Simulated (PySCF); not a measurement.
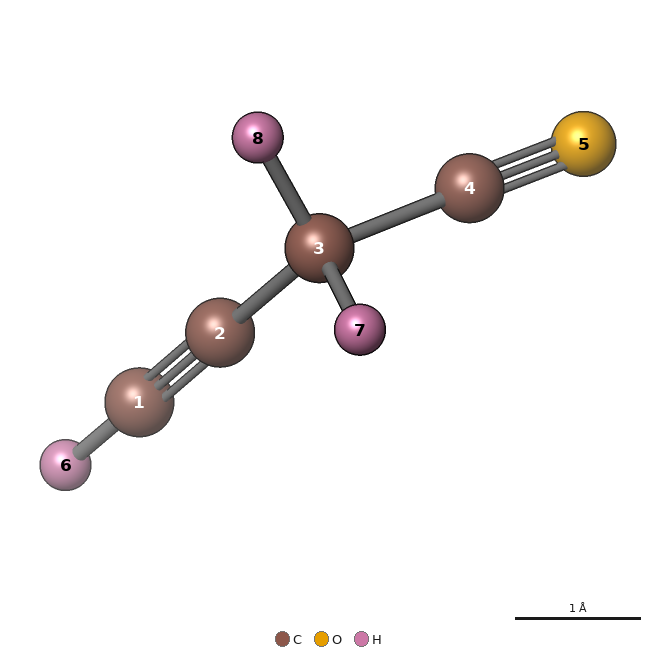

Orthographic view. Depth is shown by fading: the farther an atom, the more it takes the colour of the background. Charge +1, singlet. Computed geometry: PBE0-D3(BJ)/def2-SVP optimisation. No frequency run is at hand to confirm it as a minimum.

Write a MOL file (V2000) with the atoms in numerical order, bonds sorted by atom number with the orders drawn, and coordinates in the frame of the picture: x right, y up, z towards the viewer, origin at the mean position.

```
C4H3O
                    3D

  8  7  0  0  0  0  0  0  0  0999 V2000
   -1.3000   -0.9700   -1.1100 C   0  0  0  0  0  0  0  0  0  0  0  0
   -0.6600   -0.4100   -0.2600 C   0  0  0  0  0  0  0  0  0  0  0  0
    0.1400    0.2600    0.7500 C   0  0  0  0  0  0  0  0  0  0  0  0
    1.3400    0.7400    0.1100 C   0  0  0  0  0  0  0  0  0  0  0  0
    2.2600    1.1000   -0.4200 O   0  0  0  0  0  0  0  0  0  0  0  0
   -1.9000   -1.4800   -1.8600 H   0  0  0  0  0  0  0  0  0  0  0  0
    0.4700   -0.3900    1.5900 H   0  0  0  0  0  0  0  0  0  0  0  0
   -0.3500    1.1500    1.2000 H   0  0  0  0  0  0  0  0  0  0  0  0
  1  2  3  0
  1  6  1  0
  2  3  1  0
  3  4  1  0
  3  7  1  0
  3  8  1  0
  4  5  3  0
M  CHG  1   5   1
M  END
```
